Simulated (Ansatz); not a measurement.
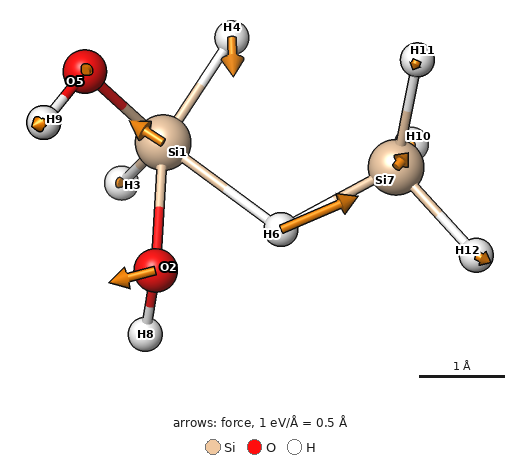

Starting geometry of Si$_{2}$H$_{8}$O$_{2}$ (started from a transition state, displaced along its imaginary mode) with the computed forces as orange arrows. A ball-and-stick model, seen face on.

The calculation used Ansatz, RKS PBE0-D4/def2-TZVP. (force threshold 0.005 eV/Å; at most 200 steps)

What follows when this structure is relaxed?

It isn't relaxed: the largest force vector, on H6, is 2.04 eV/Å. The final displacements have little in common with the starting forces (cosine between the two patterns 0.27). The energy falls by 1.926 eV in 75 accepted moves (88 points after the start). The largest force component goes from 1.8 to 0.0015 eV/Å. The line search rejected the trial steps at points 8, 10, 20, 26, 44, 46, 48, 60 and more of the run. The forces were under the threshold at step 47, but the run went on from there. H6 moves most after the best rigid fit: 1.88 Å. By element the largest moves are H 1.88 Å, O 0.85 Å, Si 0.74 Å. Some distances before and after: Si1–H6 1.829 → 4.427 Å, Si1–Si7 2.783 → 4.078 Å, H6–Si7 1.589 → 1.483 Å, Si1–O2 1.727 → 1.647 Å. Among the angles between lasting bonds that change: O2–Si1–H4 150.4° → 111.4°, O2–Si1–O5 96.2° → 109.7°, H3–Si1–H4 99.3° → 111.2°. Cost: 3.3 min on 4 threads of Arm Neoverse V2, with other jobs on the host.
